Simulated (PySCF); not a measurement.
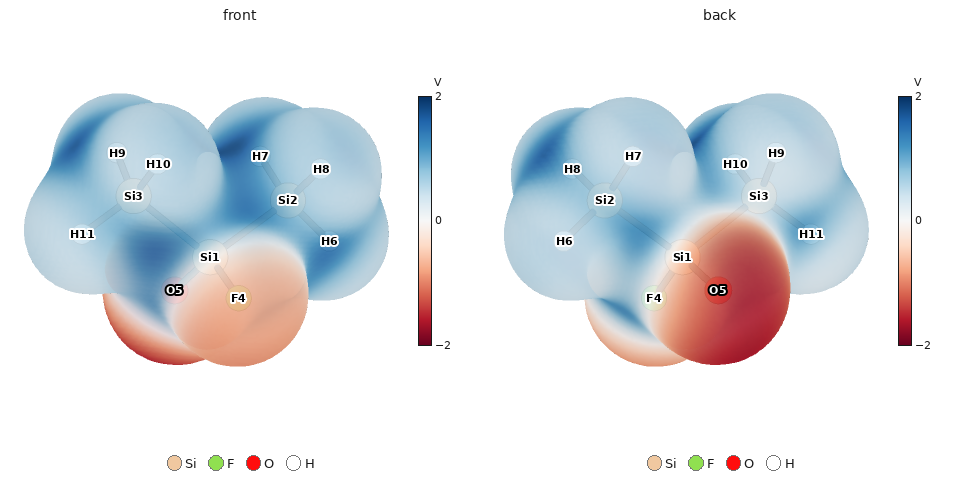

Figure. FH₆OSi₃ (SMILES [O][Si](F)([SiH3])[SiH3]) (doublet). The molecular electrostatic potential painted on the density surface at 0.002 e/bohr³, seen from the front and from behind; red is negative and blue positive.

Geometry: PBE0-D3(BJ)/def2-SVP.

All numbers below come from UKS B3LYP, IGLO-III on F O Si, pcH-1 on H, non-relativistic, mean-field spin-orbit, GIAO in PySCF 2.14.0, density-fitted response routines.

```xyz
11

Si   -0.0581    0.9497    0.0780
Si   -1.9088   -0.4303   -0.4195
Si    1.9339   -0.3014    0.3857
F    -0.3966    1.7786    1.4384
O     0.3190    1.7922   -1.2412
H    -3.0649    0.4224   -0.8194
H    -1.5068   -1.3350   -1.5349
H    -2.2478   -1.2278    0.7965
H     2.0615   -1.2092   -0.7901
H     1.8089   -1.0980    1.6433
H     3.0920    0.6322    0.4717
```

Question: Describe the electrostatic potential map.

Answer: The most negative region (about −1.6 V) lies over O5, the most positive (about +1.8 V) over Si2 and Si3. O5 is the likeliest acceptor of a hydrogen bond.
